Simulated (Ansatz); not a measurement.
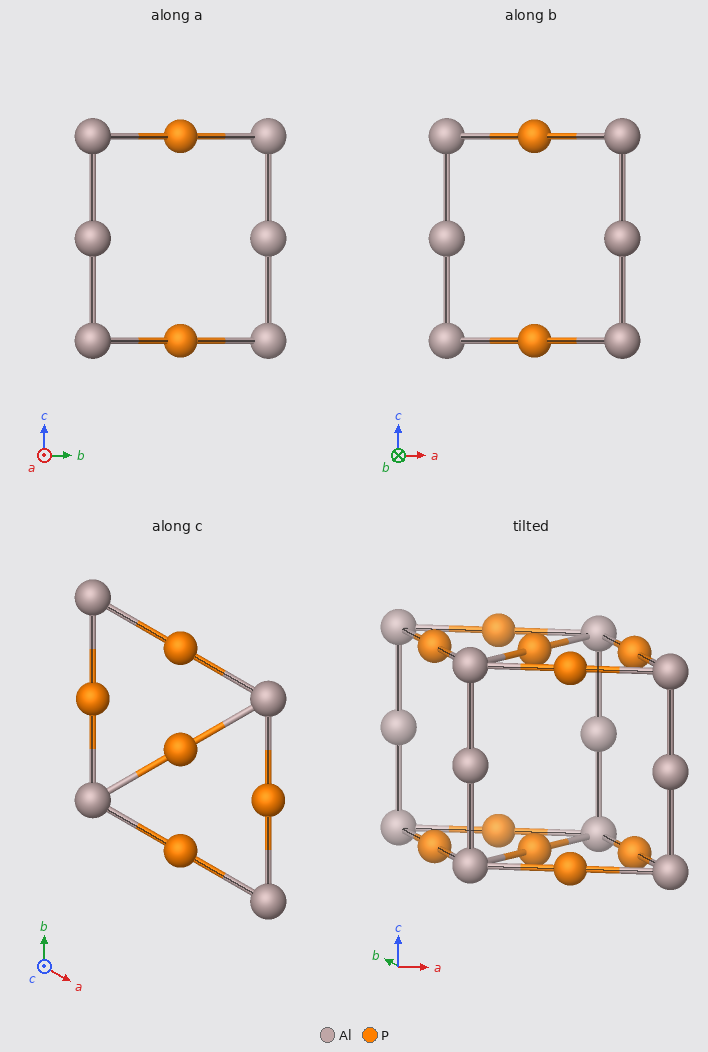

Ball-and-stick drawing of the structure, looking along the a axis, along the b axis, along the c axis and slightly off an axis. The wireframe shows the conventional unit cell.

Lattice parameters: a = 5.0861 Å, b = 5.0861 Å, c = 5.1327 Å, α = 90.000°, β = 90.000°, γ = 120.000°.

**Set out the cell and atoms as a CIF in P1 with every atom of the cell.**

```cif
data_structure
_symmetry_space_group_name_H-M 'P 1'
_symmetry_Int_Tables_number 1
_cell_length_a 5.0861
_cell_length_b 5.0861
_cell_length_c 5.1327
_cell_angle_alpha 90.000
_cell_angle_beta 90.000
_cell_angle_gamma 120.000
_cell_volume 114.99
loop_
_atom_site_label
_atom_site_type_symbol
_atom_site_fract_x
_atom_site_fract_y
_atom_site_fract_z
_atom_site_occupancy
Al1 Al 0.0000 0.0000 0.5000 1
Al2 Al 0.0000 0.0000 0.0000 1
P1 P 0.5000 0.0000 0.0000 1
P2 P 0.0000 0.5000 0.0000 1
P3 P 0.5000 0.5000 0.0000 1
```

Provenance: a random cell made by a generator, so it need not be a real form of the compound. What is shown is the relaxed result from DFT PBE, scalar-relativistic, plane waves, PAW (Ansatz).
